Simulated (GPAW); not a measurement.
# MnGe7 (Ge16x211 Mn2 nn): parallel and opposed starts, part 2 of 2

Wanted: the moments of MnGe7 (Ge16x211 Mn2 nn) and the energy of each order that was tried.

GPAW 26.7.0; PBE; plane waves with GPAW's PAW setups, scalar-relativistic.

So far. Step 2 (Start 1: ferro ++): After 34 cycles the largest moment stands at 3.02 μB.

### Step 3. Run 2 (antiferro +-)

An opposed order shows whether the pairs that it reverses prefer unlike signs.

order2.py reads:

```python
import json
import numpy as np
from ase import Atoms
from ase.parallel import paropen, parprint
from gpaw import GPAW

atoms = Atoms(['Mn', 'Mn', 'Ge', 'Ge', 'Ge', 'Ge', 'Ge', 'Ge', 'Ge', 'Ge', 'Ge', 'Ge', 'Ge', 'Ge', 'Ge', 'Ge'],
    cell=[[11.316, 0.0, 0.0],
         [0.0, 5.658, 0.0],
         [0.0, 0.0, 5.658]],
    scaled_positions=[[0.0, 0.0, 0.0],
         [0.125, 0.25, 0.25],
         [0.0, 0.5, 0.5],
         [0.125, 0.75, 0.75],
         [0.25, 0.0, 0.5],
         [0.375, 0.25, 0.75],
         [0.25, 0.5, 0.0],
         [0.375, 0.75, 0.25],
         [0.5, 0.0, 0.0],
         [0.625, 0.25, 0.25],
         [0.5, 0.5, 0.5],
         [0.625, 0.75, 0.75],
         [0.75, 0.0, 0.5],
         [0.875, 0.25, 0.75],
         [0.75, 0.5, 0.0],
         [0.875, 0.75, 0.25]],
    pbc=True,
    magmoms=[4.5, -4.5, 0.0, 0.0, 0.0, 0.0, 0.0, 0.0, 0.0, 0.0, 0.0, 0.0, 0.0, 0.0, 0.0, 0.0])
atoms.calc = GPAW(mode={'name': 'pw', 'ecut': 450},
    xc='PBE',
    kpts={'size': (3, 5, 5), 'gamma': True},
    occupations={'name': 'fermi-dirac', 'width': 0.05},
    convergence={'density': 1e-05, 'energy': 1e-05},
    maxiter=200,
    mixer={'name': 'pulay', 'beta': 0.05, 'nmaxold': 6, 'weight': 50},
    symmetry={'tolerance': 1e-4},
    txt='order2.txt')
e = atoms.get_potential_energy(force_consistent=True)
res = {'free_energy': e, 'energy_sigma0': atoms.get_potential_energy(), 'fermi_energy': atoms.calc.get_fermi_level()}
res['moments'] = atoms.get_magnetic_moments().tolist()
res['total'] = atoms.get_magnetic_moment()
parprint('site moments (muB):', np.round(res['moments'], 3))
parprint(f"total moment: {res['total']:.3f} muB")
parprint(f'free energy: {e:.6f} eV')
atoms.calc.write('order2.gpw')
with paropen('results.json', 'w') as f:
    json.dump(res, f)
```

Started as:

```sh
> OMP_NUM_THREADS=1 mpirun -n 4 gpaw python order2.py > order2.log
```

Numbers of over 12 decimals in the logs are rounded to 6 here.

What it wrote:

```text
site moments (muB): [ 3.24e+00 -3.24e+00  3.30e-02 -3.30e-02  4.30e-02 -2.00e-03  4.30e-02
 -2.00e-03  5.00e-03 -5.00e-03  1.00e-03 -1.00e-03  2.00e-03 -4.30e-02
  2.00e-03 -4.30e-02]
total moment: 0.000 muB
free energy: -78.974551 eV

--- order2.txt ---
Input parameters:
  mode=PW(ecut=450),
  convergence={'density': 1e-05, 'energy': 1e-05},
  kpts=MonkhorstPack(size=(3, 5, 5), gamma=True),
  maxiter=200,
  mixer=Pulay(name='pulay', nmaxold=6, beta=0.05, weight=50, sigma=0.015, g_ss=None),
  occupations=Occupations(name='fermi-dirac', width=0.05),
  symmetry=Symmetry(tolerance=0.0001),
  xc=XC(name='PBE')

Diagonalizing LCAO Hamiltonian
Converting LCAO to pw mode
    .---------------------------.
   /|                           |
  / |  Ge            Ge         |
 *  |                           |
 |  |       Ge            Ge    |
 | Ge            Ge             |
 |  |   Ge    Ge      Ge    Ge  |
 |  .---------------------------.
 | / Mn  Ge        Ge  Ge      /
 |/                           /
 Mn------------Ge------------*

Atoms  # Å, Bohr magnetons
|    | symbol |        x |        y |        z |    initial magnetic moments |
|----|--------|----------|----------|----------|-----------------------------|
|  0 |     Mn | 0.000000 | 0.000000 | 0.000000 | ( 0.0000,  0.0000,  4.5000) |
|  1 |     Mn | 1.414500 | 1.414500 | 1.414500 | ( 0.0000,  0.0000, -4.5000) |
|  2 |     Ge | 0.000000 | 2.829000 | 2.829000 | ( 0.0000,  0.0000,  0.0000) |
|  3 |     Ge | 1.414500 | 4.243500 | 4.243500 | ( 0.0000,  0.0000,  0.0000) |
|  4 |     Ge | 2.829000 | 0.000000 | 2.829000 | ( 0.0000,  0.0000,  0.0000) |
|  5 |     Ge | 4.243500 | 1.414500 | 4.243500 | ( 0.0000,  0.0000,  0.0000) |
|  6 |     Ge | 2.829000 | 2.829000 | 0.000000 | ( 0.0000,  0.0000,  0.0000) |
|  7 |     Ge | 4.243500 | 4.243500 | 1.414500 | ( 0.0000,  0.0000,  0.0000) |
|  8 |     Ge | 5.658000 | 0.000000 | 0.000000 | ( 0.0000,  0.0000,  0.0000) |
|  9 |     Ge | 7.072500 | 1.414500 | 1.414500 | ( 0.0000,  0.0000,  0.0000) |
| 10 |     Ge | 5.658000 | 2.829000 | 2.829000 | ( 0.0000,  0.0000,  0.0000) |
| 11 |     Ge | 7.072500 | 4.243500 | 4.243500 | ( 0.0000,  0.0000,  0.0000) |
| 12 |     Ge | 8.487000 | 0.000000 | 2.829000 | ( 0.0000,  0.0000,  0.0000) |
| 13 |     Ge | 9.901500 | 1.414500 | 4.243500 | ( 0.0000,  0.0000,  0.0000) |
| 14 |     Ge | 8.487000 | 2.829000 | 0.000000 | ( 0.0000,  0.0000,  0.0000) |
| 15 |     Ge | 9.901500 | 4.243500 | 1.414500 | ( 0.0000,  0.0000,  0.0000) |

Unit cell  # Å
| periodic |         x |        y |        z |   lengths |    angles |
|----------|-----------|----------|----------|-----------|-----------|
|      yes | 11.316000 | 0.000000 | 0.000000 | 11.316000 | 90.000000 |
|      yes |  0.000000 | 5.658000 | 0.000000 |  5.658000 | 90.000000 |
|      yes |  0.000000 | 0.000000 | 5.658000 |  5.658000 | 90.000000 |

Number of symmetries: 2

BZ-sampling:
  Number of BZ points: 75
  Number of IBZ points: 24

  Monkhorst-Pack size: [3, 5, 5]
  Monkhorst-Pack shift: [0, 0, 0]

Plane wave coefficients: 7882
Cutoff: 450.000000 eV

Spin-components: 2 (collinear spins)
Bands:           56
Projectors:      82
Spin-degeneracy: 1
Datatype:        complex128

Parallelization:
  kpt:    4
  domain: 1
  band:   1

Density:
  Valence electrons: 86.0
  Components: 2
  Grid points: [56 28 28]
  Charge: 0.0  # |e|

Potential:
  Grid points: [56 28 28]

[... setups left out ...]
Reference energy: -862395.106081  # eV

eigensolver:
  PPCG
  Converge bands: occupied
  niter=2

density mixing:
  Pulay-Mixer
  Linear mixing parameters: 0.05
  Old densities: 6
  Fourier metric: weight=50, sigma=0.015

occupation numbers:
  Fermi-Dirac:
    width: 0.0500  # eV

poisson solver:
  ecut: 3600.000000  # eV

xc functional:
  name: PBE with 2 nearest neighbor stencil

convergence criteria:
- Maximum integral of absolute [dens]ity change: 1e-05 electrons / valence electron
- Maximum [total energy] change in last 3 cyles: 1e-05 eV / valence electron
- Maximum integral of absolute [eigenst]ate change: 4e-08 eV^2 / valence electron
maximum number of iterations: 200

SCF iterations
|iter     |      energy | eigst |  dens |  magmom |
|---------|-------------|-------|-------|---------|
|iter:   1|       0s |  -79.304022 | +0.10 |       |  +0.0000|
|iter:   2|      23s |  -78.816580 | -1.35 | -0.90 |  +0.0000|
|iter:   3|      44s |  -78.777524 | -2.25 | -0.97 |  +0.0000|
|iter:   4|      66s |  -79.012807 | -1.35 | -1.01 |  -0.0000|
|iter:   5|      88s |  -78.927571 | -2.64 | -1.41 |  -0.0000|
|iter:   6|     110s |  -79.014758 | -1.75 | -1.44 |  -0.0000|
|iter:   7|     131s |  -78.986568 | -3.28 | -1.68 |  -0.0000|
|iter:   8|     153s |  -78.950321 | -2.71 | -1.73 |  +0.0000|
|iter:   9|     175s |  -78.942789 | -3.46 | -2.00 |  +0.0000|
|iter:  10|     197s |  -78.948546 | -3.81 | -2.13 |  +0.0000|
[... 14 iterations left out ...]
|iter:  25|     496s |  -78.946930c| -7.34 | -4.09 |  +0.0000|
|iter:  26|     508s |  -78.946930c| -8.31c| -4.20 |  +0.0000|
|iter:  27|     518s |  -78.946929c| -7.49c| -4.22 |  +0.0000|
|iter:  28|     530s |  -78.946929c| -7.55c| -4.38 |  +0.0000|
|iter:  29|     540s |  -78.946929c| -7.54c| -4.57 |  +0.0000|
|iter:  30|     551s |  -78.946928c| -7.89c| -4.61 |  +0.0000|
|iter:  31|     561s |  -78.946927c| -8.20c| -4.76 |  +0.0000|
|iter:  32|     572s |  -78.946927c| -8.41c| -4.89 |  +0.0000|
|iter:  33|     582s |  -78.946927c| -8.33c| -4.90 |  +0.0000|
|iter:  34|     592s |  -78.946927c| -8.52c| -5.15c|  +0.0000|

Converged in 34 steps
Energy contributions relative to reference atoms: (reference = -862395.106081)

Energy contributions:
  Kinetic:         190.917490
  Coulomb:        -169.961446
  Zero:              0.406313
  External:          0.000000
  Xc:             -100.281660
  Entropy:          -0.055248
  Spinorbit:         0.000000
  ----------------------------
  Free energy:     -78.974551
  Extrapolated:    -78.946927

dipole moment: (-62.297586, -68.024637, -68.024637)  # |e|*Ang

Total magnetic moment: (0.000000, 0.000000, 0.000000)

Local magnetic moments
|        x |        y |         z |
|----------|----------|-----------|
| 0.000000 | 0.000000 |  3.239664 |  # Mn   0
| 0.000000 | 0.000000 | -3.239664 |  # Mn   1
| 0.000000 | 0.000000 |  0.033035 |  # Ge   2
| 0.000000 | 0.000000 | -0.033035 |  # Ge   3
| 0.000000 | 0.000000 |  0.042796 |  # Ge   4
| 0.000000 | 0.000000 | -0.002427 |  # Ge   5
| 0.000000 | 0.000000 |  0.042796 |  # Ge   6
| 0.000000 | 0.000000 | -0.002427 |  # Ge   7
| 0.000000 | 0.000000 |  0.004637 |  # Ge   8
| 0.000000 | 0.000000 | -0.004637 |  # Ge   9
| 0.000000 | 0.000000 |  0.001349 |  # Ge  10
| 0.000000 | 0.000000 | -0.001349 |  # Ge  11
| 0.000000 | 0.000000 |  0.002427 |  # Ge  12
| 0.000000 | 0.000000 | -0.042796 |  # Ge  13
| 0.000000 | 0.000000 |  0.002427 |  # Ge  14
| 0.000000 | 0.000000 | -0.042796 |  # Ge  15

Fermi level: 5.273
Eigenvalues  # (at kpt = [0.000, 0.000, 0.000])
| band index |      eig [eV] | occ [0-1] |      eig [eV] | occ [0-1] |
|------------|---------------|-----------|---------------|-----------|
|          0 |       -75.664 |     1.000 |       -75.664 |     1.000 |
|        ... |               |           |               |           |
|         34 |         3.015 |     1.000 |         3.015 |     1.000 |
|         35 |         3.065 |     1.000 |         3.065 |     1.000 |
|         36 |         3.488 |     1.000 |         3.488 |     1.000 |
|         37 |         3.819 |     1.000 |         3.819 |     1.000 |
|         38 |         3.938 |     1.000 |         3.938 |     1.000 |
|         39 |         4.093 |     1.000 |         4.093 |     1.000 |
|         40 |         4.785 |     1.000 |         4.785 |     1.000 |
|         41 |         4.872 |     1.000 |         4.872 |     1.000 |
|         42 |         5.468 |     0.020 |         5.468 |     0.020 |
|         43 |         5.686 |     0.000 |         5.686 |     0.000 |
|         44 |         5.739 |     0.000 |         5.739 |     0.000 |
|         45 |         5.746 |     0.000 |         5.746 |     0.000 |
|         46 |         5.908 |     0.000 |         5.908 |     0.000 |
|         47 |         6.451 |     0.000 |         6.451 |     0.000 |
|         48 |         6.591 |     0.000 |         6.591 |     0.000 |
|         49 |         6.762 |     0.000 |         6.762 |     0.000 |
|        ... |               |           |               |           |
|         55 |         7.920 |     0.000 |         7.920 |     0.000 |

No gap
No difference between direct/indirect transitions
```

Run time: 11 min. Hardware: 4 MPI ranks of Intel Xeon at 2.50GHz (Skylake/Cascade Lake), shared host; peak memory 1.5 GiB; 42 min of CPU time.

Spin moment in the augmentation sphere by atom:

```
atom  spin moment in the augmentation sphere (μB)
 Mn1                                         3.24
 Mn2                                        -3.24
 Ge3                                         0.03
 Ge4                                        -0.03
 Ge5                                         0.04
 Ge6                                         0.00
 Ge7                                         0.04
 Ge8                                         0.00
 Ge9                                         0.00
Ge10                                         0.00
Ge11                                         0.00
Ge12                                         0.00
Ge13                                         0.00
Ge14                                        -0.04
Ge15                                         0.00
Ge16                                        -0.04
```

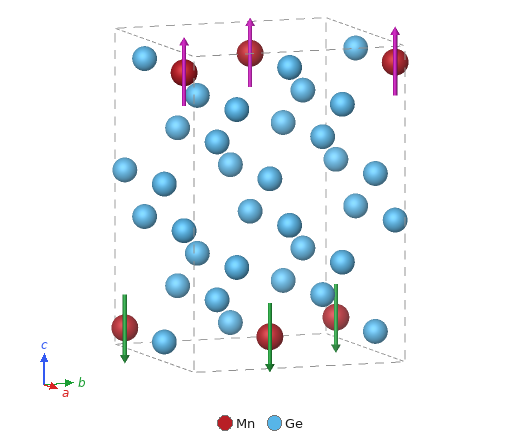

Spin moment in the augmentation sphere as arrows, the longest 3.24 μB. Up and down stand for the sign. Arrows give size and sign along the axis of quantisation, drawn up and down the page. The two directions have two colours. Some periodic images of atoms are drawn too.

Numbers from this step:

```
magnetization : 0 μB
final state   : antiferromagnetic
```

It lies 267 meV a seeded atom under the first start, and its largest moment is 3.24 μB against 3.02 μB.

### Step 4. The states side by side

These are free energies at a smearing of 0.05 eV, so its entropy term is in the differences. They are divided by the number of seeded atoms, so that cells of unlike size compare.

Orders:

```csv
start,final state,typed order kept,energy over the lowest (meV a seeded atom),largest site moment (μB),net moment (μB a primitive cell),mesh matched,CPU time (s)
ferro ++,ferromagnetic,yes,266.8,3.016,6.037,yes,2641
antiferro +-,antiferromagnetic,yes,0,3.24,0,yes,2515
```

### Step 5. What came out

| Property | Result |
| --- | --- |
| lowest state found | antiferromagnetic (typed antiferro +-) |
| largest site moment | 3.24 μB |
| next state | ferromagnetic, 267 meV a seeded atom higher |

What this shows: The lowest state found is antiferromagnetic, reached from the start antiferro +-, with moments up to 3.24 μB. The next state costs 267 meV a seeded atom. This is the lowest of 2 finished starts, no proof of the ground state.

[Logs and program files are shortened in this print: banners, set-up blocks, solver, clock and traceback lines can be left out without a mark of their own.]

[Logs are printed without paths, hosts, clocks, repeated set-up lines and the standing remarks that a program may print on its own settings, such as how far it seeks lower states.]

[Hosts, paths, dates, database ids (printed as entryN), source tags and the programs' standing remarks are cut or masked in the printed files.]

[Where a cell is said to come from a database of computed structures, the database is the Materials Project.]
